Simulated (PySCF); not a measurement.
# [HfCl3]+: the energy surface near the minimum

How stiff is [HfCl3]+ (singlet) against rigid distortions? The scans start from its PBE0 minimum.

Computed with PySCF 2.14.0. Level: PBE0, basis Hf def2-SVP with ECP60, Cl def2-SVP, scalar-relativistic core potentials, no spin–orbit coupling, density fitting.

## Step 1: Starting geometry

4 atoms, charge 1, spin multiplicity 1.

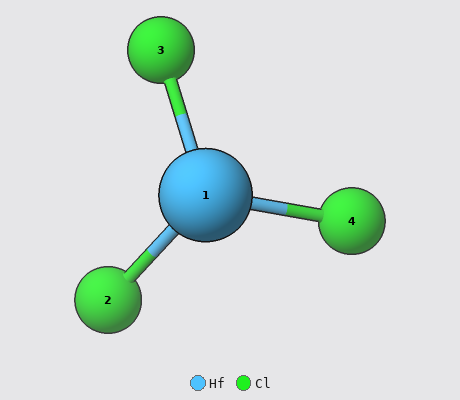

Start geometry, drawn with hafnium blue, chlorine green; atoms are numbered from 1 in the order of the file.

```xyz
4
charge 1 multiplicity 1
Hf    0.0000    0.0000    0.0000
Cl    2.1099    0.0000    0.8220
Cl   -1.0550    1.8273    0.8220
Cl   -1.0550   -1.8273    0.8220
```

## Step 2: Breathing scan

One driver script runs all scans and calls PySCF for each point, on a (75, 302) grid.

Run with:

```bash
$ OMP_NUM_THREADS=2 python axn.py task.json out
```

A rigid scan with PBE0: all bonds to the central atom are scaled together. Each point starts from its neighbour's orbitals, and energies count from the minimum. Dipoles of the ion refer to the centre of mass.

```tsv
scale of all bonds to the centre	energy (kJ/mol)	dipole size (D)
0.88	347.2	3.21
0.92	135.7	3.52
0.96	30.0	3.83
1.00	0.0	4.11
1.04	23.4	4.38
1.08	83.5	4.62
1.14	216.8	4.95
1.22	434.4	5.30
1.35	800.7	5.65
```

The scan ran for 12 s (2 threads of Arm Neoverse V2, shared host).

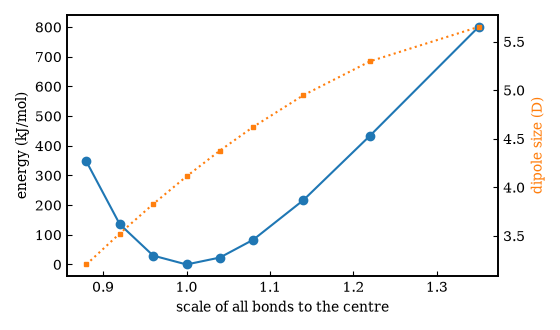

Energy (circles) and dipole moment (squares) along the scan.

## Step 3: Stretching one bond

A rigid scan with PBE0: the bond from Hf to the last atom (Cl) is scaled and the rest held.

```tsv
scale of one bond	energy (kJ/mol)	dipole size (D)
0.92	42.3	4.05
0.96	9.3	4.05
1.00	0.0	4.11
1.05	10.9	4.26
1.12	51.3	4.57
1.20	115.0	4.97
1.35	244.8	5.68
1.55	391.6	6.21
1.80	511.3	6.19
2.20	602.0	5.69
```

The scan took 18 s.

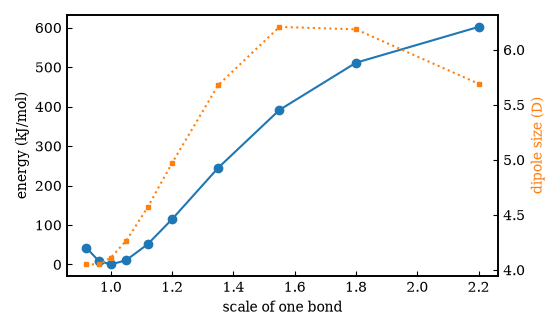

Energy (circles) and dipole moment (squares) along the scan.

A restricted determinant lies too high at long bonds, where the pair should uncouple.

## Step 4: Umbrella curve

A rigid scan with PBE0: angle between each bond and the threefold axis, bonds fixed.

```tsv
angle of the bonds to the threefold axis (°)	energy (kJ/mol)	dipole size (D)
55	54.5	5.74
60	17.7	5.21
65	2.6	4.61
70	0.2	3.92
75	4.7	3.11
80	11.5	2.18
85	17.1	1.12
90	19.3	0.00
```

The scan took 10 s.

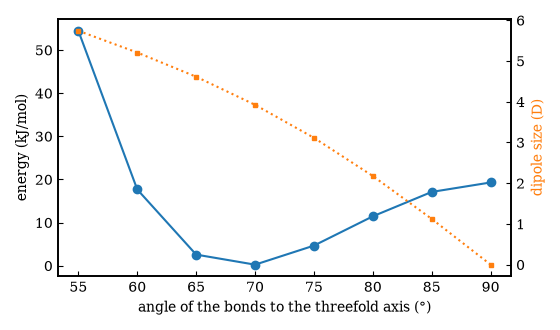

Energy (circles) and dipole moment (squares) along the scan.

## Step 5: Summary of results

| quantity | value |
| --- | --- |
| all bonds 4 % longer | 23.4 kJ/mol |
| one bond 20 % longer | 115.0 kJ/mol |
| planar shape, bonds held | 19.3 kJ/mol |

In words: The well is lopsided, 30.0 kJ/mol for 4 % shorter bonds against 23.4 for 4 % longer ones. Held rigid otherwise, the planar shape costs 19 kJ/mol. Whether spin polarisation would lower the closed shell was not checked. Spin–orbit coupling, left out here, can matter for elements this heavy.
